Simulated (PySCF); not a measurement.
**C4H9FOSi: excited-state calculation**

The run: excited-state calculation of C4H9FOSi. Method and program: TDDFT B3LYP/def2-SVPD, vertical, gas phase, core orbitals frozen in the response (PySCF 2.14.0).

The geometry comes from this level: GFN2-xTB.

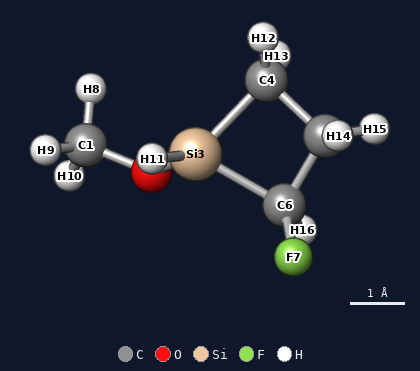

**Figure 1.** The input geometry (ball-and-stick view, seen at a tilt; atoms are numbered from 1 in the order of the input). Bond lengths as drawn: C–C 1.54 Å, C–F 1.39 Å, C–H 1.09 Å, C–O 1.40 Å, C–Si 1.91 to 1.92 Å, H–Si 1.46 Å and O–Si 1.62 Å.

## The input
```
{"job": {"kind": "uv", "xc": "B3LYP", "basis": "def2-SVPD", "nstates": 8, "ntriplets": 3}, "charge": 0, "multiplicity": 1}
C      2.860451     0.038249     0.081624
O      1.553649     0.230696    -0.379052
Si     0.206991     0.524051     0.464217
C     -0.923969    -0.913344     1.029387
C     -2.077061    -0.362003     0.167272
C     -1.299587     0.626777    -0.713703
F     -1.941392     1.850266    -0.821225
H      2.939793    -0.909517     0.617261
H      3.155821     0.846883     0.752248
H      3.521727     0.023088    -0.784657
H      0.353529     1.604750     1.435776
H     -1.183550    -1.012566     2.079924
H     -0.604618    -1.893662     0.678242
H     -2.783061     0.198255     0.777560
H     -2.624444    -1.121074    -0.389129
H     -1.161877     0.278095    -1.739673
```

The first line tells a small driver script what to run in PySCF; the rest is the geometry in Å.

Run as:
```bash
OMP_NUM_THREADS=1 python <driver script> task.json out
```

## Log
```
coarse grid: 13720 points
cycle   1  E = -621.8776401684  dE =  7.575e-01  |g| = 8.075e-01  |ddm| = 6.018e+00
cycle   2  E = -621.6596553065  dE =  2.180e-01  |g| = 1.345e+00  |ddm| = 2.052e+00
cycle   3  E = -622.0018432882  dE = -3.422e-01  |g| = 1.415e-01  |ddm| = 1.233e+00
cycle   4  E = -622.0054582331  dE = -3.615e-03  |g| = 6.283e-02  |ddm| = 2.166e-01
cycle   5  E = -622.0063718705  dE = -9.136e-04  |g| = 7.392e-03  |ddm| = 8.009e-02
cycle   6  E = -622.0063804645  dE = -8.594e-06  |g| = 3.501e-03  |ddm| = 1.351e-02
cycle   7  E = -622.0063828887  dE = -2.424e-06  |g| = 5.434e-04  |ddm| = 3.931e-03
final grid: 127920 points
cycle   8  E = -622.1047456526  dE = -3.845e-05  |g| = 7.409e-03  |ddm| = 1.140e-01
cycle   9  E = -622.1047302596  dE =  1.539e-05  |g| = 1.152e-02  |ddm| = 1.948e-02
cycle  10  E = -622.1047575872  dE = -2.733e-05  |g| = 9.984e-04  |ddm| = 1.121e-02
cycle  11  E = -622.1047577938  dE = -2.066e-07  |g| = 2.025e-04  |ddm| = 1.247e-03
cycle  12  E = -622.1047578013  dE = -7.518e-09  |g| = 8.323e-05  |ddm| = 3.811e-04
cycle  13  E = -622.1047578025  dE = -1.225e-09  |g| = 2.869e-05  |ddm| = 1.103e-04
cycle  14  E = -622.1047578027  dE = -1.472e-10  |g| = 6.862e-06  |ddm| = 4.385e-05
```

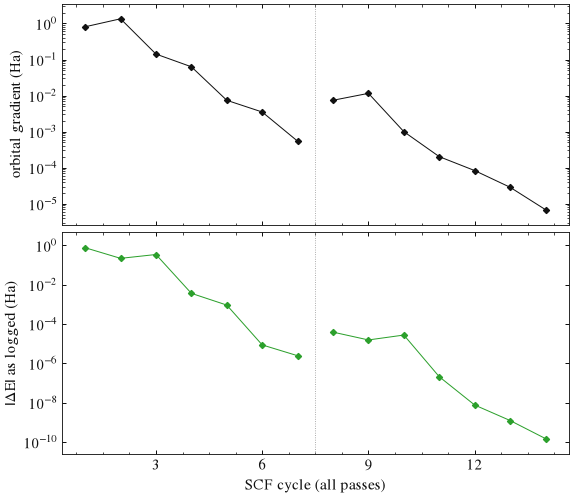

**Figure 2.** Convergence of the self-consistent field: orbital gradient and size of the energy change against the SCF cycle. The dotted line marks the change from a coarse to the final integration grid. The first 7 cycles use a coarse grid, the final grid takes over at cycle 8, and the field converges after 14 cycles in all.

```
converged SCF energy = -622.1047578027

Static polarisability (au): isotropic 76.266, principal 67.306 71.696 89.795

Singlet excitations
state   eV       nm        f      main configurations
  1   6.2394    198.7   0.02813   H->L 0.94
  2   6.5289    189.9   0.00583   H-1->L 0.95
  3   6.9330    178.8   0.03432   H->L+1 0.87, H->L+2 0.08
  4   7.0564    175.7   0.01693   H->L+2 0.82
  5   7.2845    170.2   0.00505   H-1->L+1 0.64, H-1->L+2 0.27
  6   7.3289    169.2   0.01548   H->L+3 0.88
  7   7.4091    167.3   0.01804   H-1->L+2 0.55, H-1->L+1 0.27, H-2->L 0.10
  8   7.6001    163.1   0.00390   H-2->L 0.67, H-1->L+3 0.11

Triplet excitations (Tamm-Dancoff, eV): 5.7946 6.2203 6.6455
```

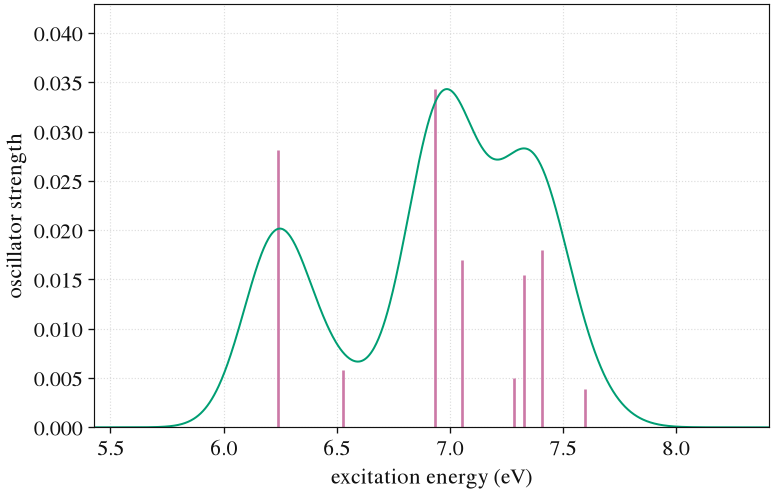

**Figure 3.** Computed excitations as sticks (degenerate states added up, dark ones marked on the axis), with a Gaussian envelope of 0.35 eV full width at half maximum, scaled to the tallest. Of the 8 states the lowest lies at 6.24 eV (f = 0.028); the strongest line is at 6.93 eV, or 179 nm (f = 0.034).

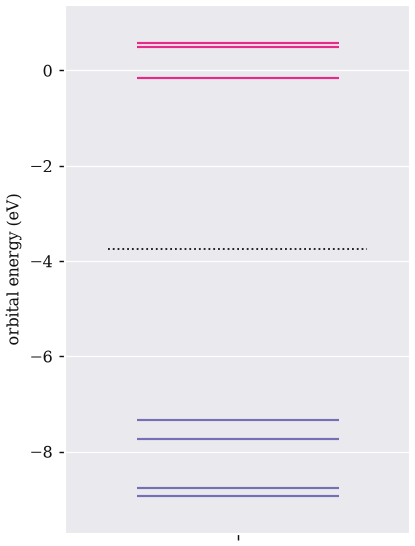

**Figure 4.** Orbital energies near the frontier; the dotted line parts filled from empty levels, and levels within 0.02 eV of each other stand side by side. Highest filled −7.34 eV, lowest empty −0.17 eV, 7.17 eV apart.

## Summary

```json
{"quantity": "outcome", "value": "converged"}
{"quantity": "total energy", "value": "−622.104758 hartree"}
{"quantity": "HOMO", "value": "−7.34 eV"}
{"quantity": "LUMO", "value": "−0.17 eV"}
{"quantity": "dipole moment", "value": "2.98 D"}
{"quantity": "mean polarisability", "value": "76.27 a.u."}
{"quantity": "lowest singlet excitation", "value": "6.24 eV"}
{"quantity": "hardware", "value": "1 CPU thread, shared host"}
{"quantity": "wall time", "value": "48 s"}
{"quantity": "peak memory", "value": "0.9 GiB"}
```
